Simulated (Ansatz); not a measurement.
A series of calculations on Si$_{2}$H$_{7}$O$_{3}$F$_{3}$

Part 1: Relaxation

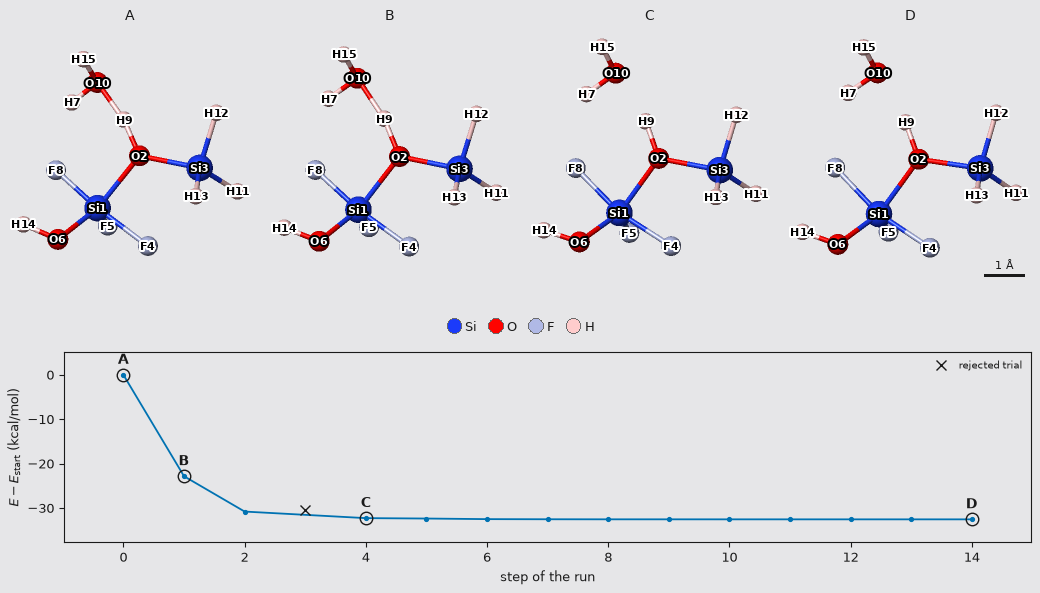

Frames of a relaxation of Si₂H₇O₃F₃ (started from a transition state, displaced along its imaginary mode), marked on the history of the run. A ball-and-stick model, seen at a tilt.

Level of theory: RKS PBE0-D4/def2-TZVP in Ansatz. Settings: force threshold 0.005 eV/Å; at most 200 steps.

What happens along the run?

Answer. The largest move after the best rigid fit is that of H15, 0.30 Å. By element the largest moves are H 0.30 Å, O 0.25 Å, F 0.16 Å, Si 0.16 Å. Some distances before and after: H9–O10 1.248 → 1.539 Å, Si1–F8 1.485 → 1.686 Å, H7–O10 0.863 → 0.970 Å, Si1–O6 1.664 → 1.634 Å. Among the angles between lasting bonds that change: F4–Si1–F8 174.1° → 166.5°, Si3–O2–H9 127.3° → 120.3°, Si1–O2–H9 111.3° → 118.0°. The energy falls by 32.5 kcal/mol in 13 accepted moves (14 points after the start). The largest force component goes from 6.6 to 0.0043 eV/Å. The line search rejected the trial step at point 3 of the run. From step 0 to 1: H7 moves most (0.15 Å), energy −22.8 kcal/mol. From step 1 to 4: H15 moves most (0.20 Å), energy −9.43 kcal/mol. From step 4 to 14: O6 moves most (0.08 Å), energy −0.28 kcal/mol.

```csv
step,"E − E(0), kcal/mol","largest force component, eV/Å",note
0,0.00,6.5928,
1,-22.83,3.4474,
2,-30.78,0.8172,
3,-30.54,0.5307,rejected
4,-32.26,0.2595,
5,-32.35,0.2131,
6,-32.49,0.0751,
7,-32.51,0.0687,
8,-32.53,0.0233,
9,-32.53,0.0411,
10,-32.53,0.0129,
11,-32.53,0.0173,
12,-32.53,0.0111,
13,-32.53,0.0055,
14,-32.53,0.0043,
```

Part 2: Relaxation

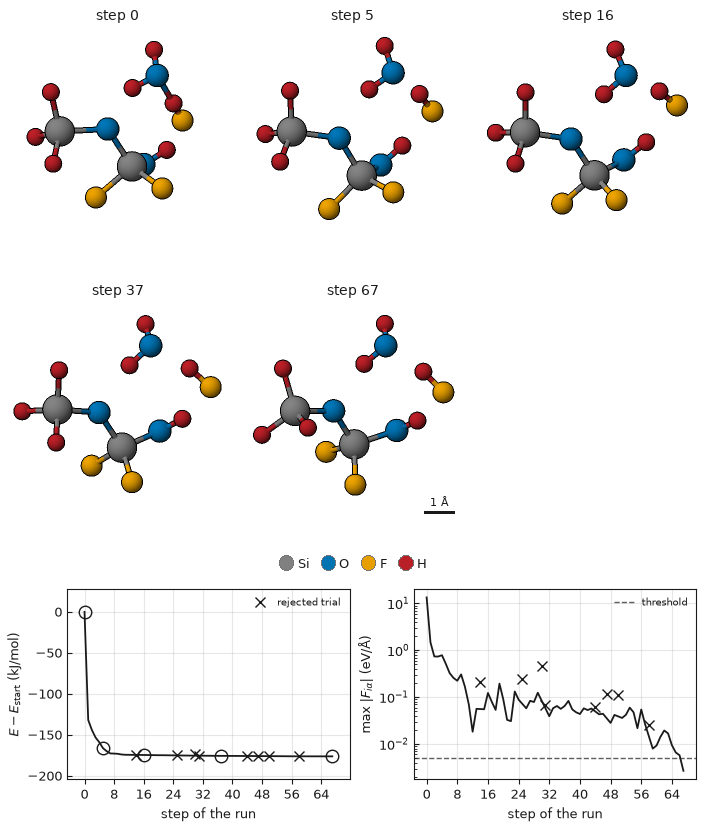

Frames of a relaxation of Si2H7O3F3 (started from a transition state, displaced along its imaginary mode), marked on the history of the run. A ball-and-stick model, seen at a tilt.

Theory: RKS PBE0-D4/def2-TZVP (Ansatz).

The input:
```yaml
crystal:
  periodic: [false, false, false]
  atoms:
    - {symbol: Si, position_ang: [-1.208969, 0.488177, 0.388583]}
    - {symbol: O, position_ang: [0.124345, 0.009075, -0.456367]}
    - {symbol: Si, position_ang: [0.180476, -0.031226, -2.116997]}
    - {symbol: F, position_ang: [-2.159113, 0.800702, -0.853349]}
    - {symbol: F, position_ang: [-1.059528, 1.923831, 1.056211]}
    - {symbol: O, position_ang: [-2.117047, -0.605971, 1.166655]}
    - {symbol: H, position_ang: [0.918487, -0.065839, 1.770298]}
    - {symbol: F, position_ang: [0.204114, 0.022310, 2.126346]}
    - {symbol: H, position_ang: [1.670583, -0.177041, 0.303484]}
    - {symbol: O, position_ang: [2.109410, -0.190662, 1.118225]}
    - {symbol: H, position_ang: [-0.047441, 1.321397, -2.668214]}
    - {symbol: H, position_ang: [1.556316, -0.484050, -2.441488]}
    - {symbol: H, position_ang: [-0.810382, -1.008794, -2.614447]}
    - {symbol: H, position_ang: [-1.857428, -0.938057, 2.024208]}
    - {symbol: H, position_ang: [2.496278, -1.063853, 1.196752]}
basis:
  gaussian: {orbitals: def2-TZVP}
hamiltonian: {xc: pbe0, dispersion: d4}
relax: {f_tol: 0.005, max_steps: 200}
```

Run as
```bash
ansatz run in.yaml --threads 5 --pin off --events-out ev --progress --plain --max-ram 66560MiB --backend cuda --devices 0, --max-vram 37GiB
```

Describe the path.

After 59 accepted moves (67 points after the start) the energy has fallen by 176.2 kJ/mol. Largest force component: 13 eV/Å at the start, 0.0027 eV/Å at the end. The line search rejected the trial steps at points 14, 25, 30, 31, 44, 47, 50, 58 of the run. The atom that moves furthest after the best rigid fit is F4 (1.80 Å). By element the largest moves are F 1.80 Å, H 1.54 Å, O 0.86 Å, Si 0.65 Å. Near-neighbour distances that change, for instance: Si1–F8 2.288 → 3.657 Å, H7–O10 1.363 → 1.532 Å, H7–F8 0.803 → 0.968 Å, H9–O10 0.926 → 0.973 Å. Among the angles between lasting bonds that change: Si1–O2–Si3 123.1° → 134.5°, O2–Si1–F4 98.0° → 108.7°, F4–Si1–O6 99.9° → 108.3°. Groups turn about Si1–O2 by about 75°, O2–Si3 by about 20°. The run took about 160 s of wall time on a shared GPU. From step 0 to 5: F8 moves most (0.72 Å), energy −166.3 kJ/mol. From step 5 to 16: H14 moves most (0.54 Å), energy −8.28 kJ/mol. From step 16 to 37: H15 moves most (0.79 Å), energy −1.06 kJ/mol. From step 37 to 67: H atoms move most (0.92 Å), energy −0.60 kJ/mol.

```json
{"step": "0", "E − E(0), kJ/mol": "0.00", "largest force component, eV/Å": "13.4436", "note": ""}
{"step": "1", "E − E(0), kJ/mol": "-131.87", "largest force component, eV/Å": "1.4793", "note": ""}
{"step": "2", "E − E(0), kJ/mol": "-144.16", "largest force component, eV/Å": "0.7397", "note": ""}
{"step": "3", "E − E(0), kJ/mol": "-153.30", "largest force component, eV/Å": "0.7360", "note": ""}
{"step": "4", "E − E(0), kJ/mol": "-159.05", "largest force component, eV/Å": "0.7859", "note": ""}
{"step": "5", "E − E(0), kJ/mol": "-166.28", "largest force component, eV/Å": "0.5162", "note": ""}
{"step": "6", "E − E(0), kJ/mol": "-169.99", "largest force component, eV/Å": "0.3270", "note": ""}
{"step": "7", "E − E(0), kJ/mol": "-172.67", "largest force component, eV/Å": "0.2582", "note": ""}
{"step": "8", "E − E(0), kJ/mol": "-172.82", "largest force component, eV/Å": "0.2243", "note": ""}
{"step": "9", "E − E(0), kJ/mol": "-173.14", "largest force component, eV/Å": "0.3062", "note": ""}
{"step": "10", "E − E(0), kJ/mol": "-173.95", "largest force component, eV/Å": "0.1661", "note": ""}
{"step": "13", "E − E(0), kJ/mol": "-174.41", "largest force component, eV/Å": "0.0564", "note": ""}
{"step": "16", "E − E(0), kJ/mol": "-174.56", "largest force component, eV/Å": "0.1232", "note": ""}
{"step": "19", "E − E(0), kJ/mol": "-174.75", "largest force component, eV/Å": "0.1946", "note": ""}
{"step": "22", "E − E(0), kJ/mol": "-174.89", "largest force component, eV/Å": "0.0308", "note": ""}
{"step": "25", "E − E(0), kJ/mol": "-174.91", "largest force component, eV/Å": "0.2388", "note": "rejected"}
{"step": "28", "E − E(0), kJ/mol": "-175.25", "largest force component, eV/Å": "0.0789", "note": ""}
{"step": "31", "E − E(0), kJ/mol": "-175.31", "largest force component, eV/Å": "0.0689", "note": "rejected"}
{"step": "34", "E − E(0), kJ/mol": "-175.53", "largest force component, eV/Å": "0.0649", "note": ""}
{"step": "37", "E − E(0), kJ/mol": "-175.62", "largest force component, eV/Å": "0.0833", "note": ""}
{"step": "40", "E − E(0), kJ/mol": "-175.68", "largest force component, eV/Å": "0.0437", "note": ""}
{"step": "43", "E − E(0), kJ/mol": "-175.76", "largest force component, eV/Å": "0.0573", "note": ""}
{"step": "46", "E − E(0), kJ/mol": "-175.85", "largest force component, eV/Å": "0.0444", "note": ""}
{"step": "49", "E − E(0), kJ/mol": "-175.95", "largest force component, eV/Å": "0.0419", "note": ""}
{"step": "52", "E − E(0), kJ/mol": "-176.01", "largest force component, eV/Å": "0.0421", "note": ""}
{"step": "55", "E − E(0), kJ/mol": "-176.12", "largest force component, eV/Å": "0.0218", "note": ""}
{"step": "58", "E − E(0), kJ/mol": "-176.17", "largest force component, eV/Å": "0.0257", "note": "rejected"}
{"step": "61", "E − E(0), kJ/mol": "-176.20", "largest force component, eV/Å": "0.0142", "note": ""}
{"step": "64", "E − E(0), kJ/mol": "-176.22", "largest force component, eV/Å": "0.0094", "note": ""}
{"step": "67", "E − E(0), kJ/mol": "-176.22", "largest force component, eV/Å": "0.0027", "note": ""}
```

Part 3: Reaction

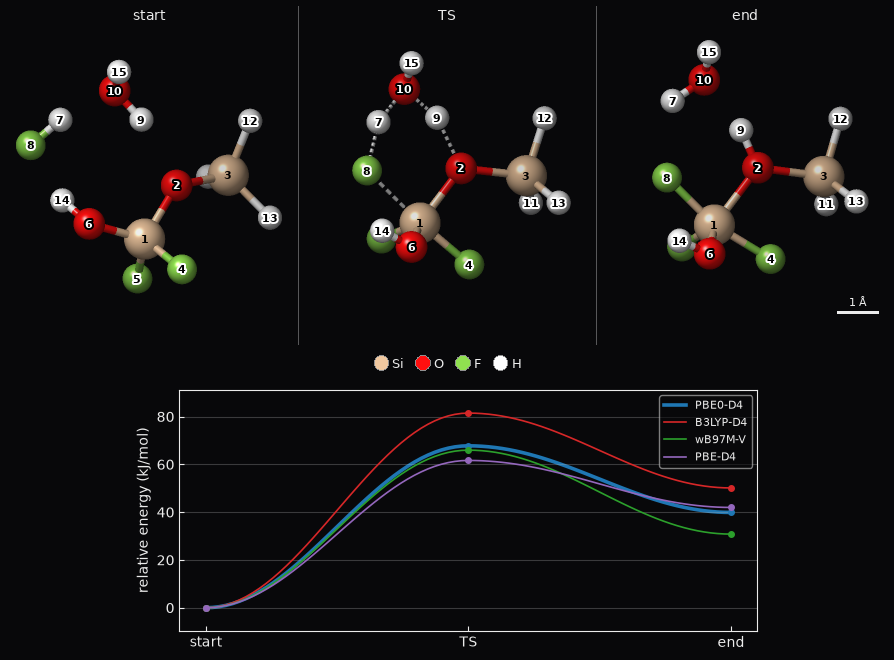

A reaction step of Si2H7O3F3, with its energy diagram. Style: ball-and-stick. Shown from a free direction. Dashed sticks mark bonds that form or break.

Stationary points at PBE0-D4/def2-TZVP, single-point energies with PBE0-D4, B3LYP-D4, wB97M-V, PBE-D4 (def2-TZVPP where no basis is named; Ansatz 0.2.0). The energies are electronic, without zero-point or thermal terms, and both ends are the relaxed geometries reached downhill from the saddle, with any fragments still in contact.

### Describe the step and its energetics.

Counted by bonded pieces, the start holds HF + H₂O + Si₂H₄O₂F₂ and the end holds H₂O + Si₂H₅O₂F₃. From the start over the saddle to the end, bonds form: Si1–F8 (3.66 → 1.88 → 1.69 Å), O2–H9 (1.89 → 1.38 → 1.01 Å), H7–O10 (1.53 → 1.10 → 0.97 Å). Bonds break: H7–F8 (0.97 → 1.27 → 1.93 Å), H9–O10 (0.97 → 1.08 → 1.54 Å). The saddle has one imaginary mode, 404i cm⁻¹. With PBE0-D4 the barrier is 67.8 kJ/mol from the start and 27.9 kJ/mol from the end, and the end lies 39.9 kJ/mol above the start.

```tsv
level	barrier from the start (kJ/mol)	barrier from the end (kJ/mol)	the end less the start (kJ/mol)
PBE0-D4	67.8	27.9	39.9
B3LYP-D4	81.5	31.3	50.1
wB97M-V	65.9	35.1	30.8
PBE-D4	61.6	19.7	42.0
```
